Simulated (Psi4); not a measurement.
# CH5FSi (SMILES C[SiH2]F) at revPBE/6-311+G(d,p)

What is the vertical singlet–triplet gap of CH5FSi at revPBE/6-311+G**? 

The results are computed with Psi4 1.11.

6 further runs of the same task are left out: 3 that didn't finish, 3 set aside as unsound or not needed. Runs told in other sessions of the task aren't counted.

## Step 1: The system as given

The species is CH5FSi (8 atoms), meant as a singlet with charge 0. SMILES: `C[SiH2]F`. Geometry: relaxed at PBE0-D4/def2-TZVP.

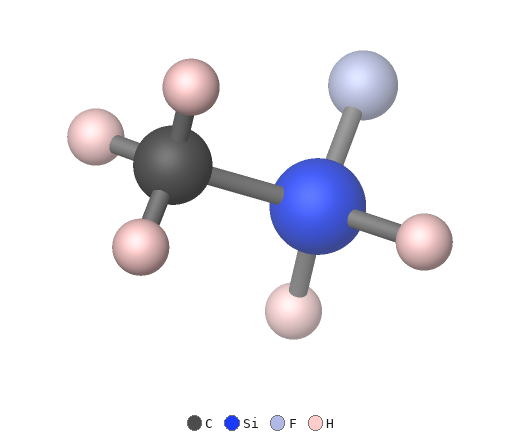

The structure, seen from a chosen angle (carbon dark grey, silicon blue, fluorine light blue, hydrogen pink).

## Step 2: The energy at revPBE/6-311+G(d,p)

ch5fsi.xyz reads:

```xyz
8
CH5FSi
C     -0.521400     0.700300    -0.437000
Si     0.448400    -0.642000     0.395200
F      1.946500    -0.649600    -0.178800
H     -0.562400     0.542500    -1.517100
H     -1.546700     0.713200    -0.056500
H     -0.077200     1.680300    -0.248400
H      0.538700    -0.420800     1.860700
H     -0.133700    -1.981200     0.126000
```

run.py reads:

```python
import numpy as np
from ase.calculators.psi4 import Psi4
from ase.io import read

atoms = read('ch5fsi.xyz')
calc = Psi4(atoms=atoms, method='revpbe', basis='6-311+G**', memory='1600MB', num_threads=1, charge=0, multiplicity=1, label='ch5fsi', reference='rks')
calc.psi4.set_options({'puream': True, 'e_convergence': 1e-09, 'd_convergence': 1e-08, 'scf_type': 'pk', 'dft_radial_points': 99, 'dft_spherical_points': 590})
atoms.calc = calc

print(f'energy: {atoms.get_potential_energy():.6f} eV')
```

Started as:

```sh
$ python run.py
```

ch5fsi.dat:

```text
[...]
  Running in c1 symmetry.
[...]
  Nuclear repulsion =  115.959115419017664
[...]
  Multiplicity = 1
[...]
  Nalpha       = 17
  Nbeta        = 17
[...]
    Number of basis functions: 104
[...]
   @RKS iter   1:  -430.04154757392763   -1.41115e-01   9.23492e-03 DIIS/ADIIS
[...]
   @RKS iter  11:  -430.44953475642660   -2.98996e-11   7.92004e-09 DIIS
[...]
    Orbital Energies [Eh]
    ---------------------
    Doubly Occupied:
       1A    -65.435127     2A    -24.247792     3A     -9.887983
       4A     -5.081191     5A     -3.489273     6A     -3.484646
       7A     -3.484157     8A     -1.083675     9A     -0.649651
      10A     -0.486997    11A     -0.400699    12A     -0.392891
      13A     -0.377988    14A     -0.364721    15A     -0.362117
      16A     -0.291663    17A     -0.289103
[...]
  @RKS Final Energy:  -430.44953475642660
   => Energetics <=
    Nuclear Repulsion Energy =            115.9591154190176638
    One-Electron Energy =                -825.5280022876731891
    Two-Electron Energy =                 317.7538395086751848
    DFT Exchange-Correlation Energy =     -38.6344873964462181
    Empirical Dispersion Energy =           0.0000000000000000
    VV10 Nonlocal Energy =                  0.0000000000000000
    Total Energy =                       -430.4495347564266012
[...]
 Multipole Moments:
 ------------------------------------------------------------------------------------
     Multipole            Electronic (a.u.)      Nuclear  (a.u.)        Total (a.u.)
 ------------------------------------------------------------------------------------
 L = 1.  Multiply by 2.5417464519 to convert [e a0] to [Debye]
 Dipole X            :          5.2466671           -5.9361325           -0.6894654
 Dipole Y            :         -2.1056017            2.3560107            0.2504090
 Dipole Z            :         -0.1376874            0.1798230            0.0421356
 Magnitude           :                                                    0.7347399
[...]
```

Standard output:

```text
energy: -11713.128454 eV
```

Run time: 31 s. Hardware: 1 thread of Intel Xeon Platinum 8259CL at 2.50GHz (Skylake/Cascade Lake), shared host; peak memory 0.69 GiB.

## Step 3: The triplet: energy and gradient at U-revPBE/6-311+G(d,p)

ch5fsi.py reads:

```python
import psi4

psi4.set_memory(1600000000)
psi4.set_num_threads(1)
psi4.core.set_output_file('output.dat', False)

molecule = psi4.geometry("""
0 3
C     -0.521400     0.700300    -0.437000
Si     0.448400    -0.642000     0.395200
F      1.946500    -0.649600    -0.178800
H     -0.562400     0.542500    -1.517100
H     -1.546700     0.713200    -0.056500
H     -0.077200     1.680300    -0.248400
H      0.538700    -0.420800     1.860700
H     -0.133700    -1.981200     0.126000
units angstrom
symmetry c1
no_reorient
no_com
""")

psi4.set_options({
    'reference': 'uks',
    'puream': True,
    'e_convergence': 1e-09,
    'd_convergence': 1e-06,
    'scf_type': 'pk',
    'dft_radial_points': 99,
    'dft_spherical_points': 590,
    'maxiter': 150,
    'level_shift': 0.3,
    'level_shift_cutoff': 1e-09,
})

e_tot, wfn = psi4.gradient('revpbe/6-311+G**', molecule=molecule, return_wfn=True)
psi4.oeprop(wfn, 'WIBERG_LOWDIN_INDICES', 'LOWDIN_CHARGES', 'QUADRUPOLE', title='REVPBE')
print('gradient / Eh bohr^-1')
print(e_tot.np.round(6))
print(f'energy = {wfn.energy():.10f} Eh')
for k, v in sorted(psi4.core.scalar_variables().items()):
    print(f'{k:45s} {v:18.10f}')
```

Started as:

```sh
$ python ch5fsi.py
```

output.dat:

```text
[...]
  Running in c1 symmetry.
[...]
  Nuclear repulsion =  115.959115419017664
[...]
  Multiplicity = 3
[...]
  Nalpha       = 18
  Nbeta        = 16
[...]
    Number of basis functions: 104
[...]
   @UKS iter   1:  -429.73428926991744    1.66143e-01   9.36463e-03 ADIIS/DIIS/SHIFT
[...]
   @UKS iter  69:  -430.18420091456392   -4.32919e-10   7.53018e-07 DIIS/SHIFT
[...]
   @S^2 Observed:                2.003233673E+00
[...]
  @UKS Final Energy:  -430.18420091456392
   => Energetics <=
    Nuclear Repulsion Energy =            115.9591154190176638
    One-Electron Energy =                -824.3675655965747637
    Two-Electron Energy =                 316.7338265695541395
    DFT Exchange-Correlation Energy =     -38.5095773065608924
    Empirical Dispersion Energy =           0.0000000000000000
    VV10 Nonlocal Energy =                  0.0000000000000000
    Total Energy =                       -430.1842009145639167
  UHF NO Occupations:
  HONO-2 :   16  A 1.9989918
  HONO-1 :   17  A 1.0000000
[...]
  -Total Gradient:
     Atom            X                  Y                   Z
    ------   -----------------  -----------------  -----------------
       1        0.007553521330     0.005012650065    -0.007348142980
       2        0.049871439157    -0.027836255644     0.005778820879
       3       -0.051783243288     0.001573291420     0.018679355622
       4       -0.002190981504    -0.003370125230     0.010623309284
       5        0.002527892494    -0.002004872866     0.000772656813
       6       -0.004764376425    -0.009568774190     0.003647845588
       7       -0.004874954061     0.008230622506    -0.027013090484
       8        0.003605221239     0.027965211954    -0.005120834844
[...]
 Multipole Moments:
 ------------------------------------------------------------------------------------
     Multipole            Electronic (a.u.)      Nuclear  (a.u.)        Total (a.u.)
 ------------------------------------------------------------------------------------
 L = 1.  Multiply by 2.5417464519 to convert [e a0] to [Debye]
 Dipole X            :        -36.3134532           35.6901235           -0.6233297
 Dipole Y            :         19.4223487          -19.0835883            0.3387605
 Dipole Z            :         -2.8332864            2.7709054           -0.0623810
 Magnitude           :                                                    0.7121727
 L = 2.  Multiply by 1.3450342976 to convert [e a0^2] to [Debye ang]
 Quadrupole XX       :       -175.3393800          148.4434217          -26.8959583
 Quadrupole XY       :         69.5018270          -68.2101288            1.2916982
[...]
```

On the terminal:

```text
gradient / Eh bohr^-1
[[ 0.007554  0.005013 -0.007348]
 [ 0.049871 -0.027836  0.005779]
 [-0.051783  0.001573  0.018679]
 [-0.002191 -0.00337   0.010623]
 [ 0.002528 -0.002005  0.000773]
 [-0.004764 -0.009569  0.003648]
 [-0.004875  0.008231 -0.027013]
 [ 0.003605  0.027965 -0.005121]]
energy = -430.1842009146 Eh
CURRENT ENERGY                                   -430.1842009146
CURRENT REFERENCE ENERGY                         -430.1842009146
DD SOLVATION ENERGY                                 0.0000000000
DFT FUNCTIONAL TOTAL ENERGY                      -430.1842009146
DFT TOTAL ENERGY                                 -430.1842009146
DFT VV10 ENERGY                                     0.0000000000
DFT XC ENERGY                                     -38.5095773066
GRID ELECTRONS ALPHA                               18.0000009470
GRID ELECTRONS BETA                                16.0000000683
GRID ELECTRONS TOTAL                               34.0000010153
NUCLEAR REPULSION ENERGY                          115.9591154190
ONE-ELECTRON ENERGY                              -824.3675655966
PCM POLARIZATION ENERGY                             0.0000000000
PE ENERGY                                           0.0000000000
SCF ITERATION ENERGY                             -430.1842009146
SCF ITERATIONS                                     69.0000000000
SCF TOTAL ENERGY                                 -430.1842009146
TWO-ELECTRON ENERGY                               316.7338265696
XC GRID RADIAL POINTS                              99.0000000000
XC GRID SPHERICAL POINTS                          590.0000000000
XC GRID TOTAL POINTS                           447828.0000000000
```

Wall time 4.2 min (1 thread of Intel Xeon Platinum 8259CL at 2.50GHz (Skylake/Cascade Lake), shared host); peak memory 0.68 GiB.

## Step 4: Results

Level: revPBE/6-311+G**.

| quantity | value |
| --- | --- |
| singlet: total energy | -430.44953 Eh |
| singlet: dipole moment | 1.87 D |
| singlet: HOMO energy | -7.87 eV |
| singlet: LUMO energy | -0.54 eV |
| singlet: HOMO–LUMO gap | 7.32 eV |
| triplet: total energy | -430.18420 Eh |
| triplet: dipole moment | 1.81 D |
| triplet: HOMO energy (highest over α and β) | -1.66 eV |
| triplet: ⟨S²⟩ | 2.003 |
| triplet: largest force on an atom | 2.952 eV/Å |
| vertical energy of the triplet above the singlet | 7.220 eV |

**Reading.** At this shape the triplet lies 7.22 eV (697 kJ/mol) above the singlet.
